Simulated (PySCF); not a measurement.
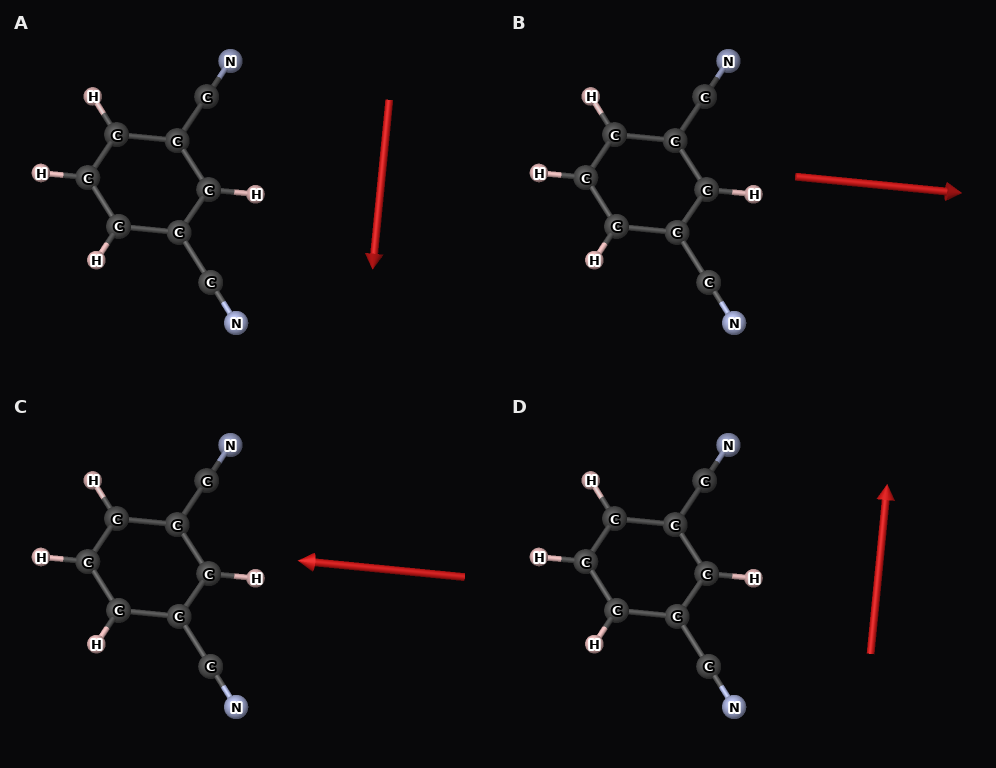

The same molecule four times, each with an arrow. The computed structure is the end point of a GFN2-xTB optimisation. No frequency run is at hand to confirm it as a minimum. Level of theory: PBE0/pcSseg-1, gas phase (PySCF 2.14.0).

Which arrow points along the dipole moment, from the negative to the positive end?

Answer. C. The dipole moment is 4.32 D.
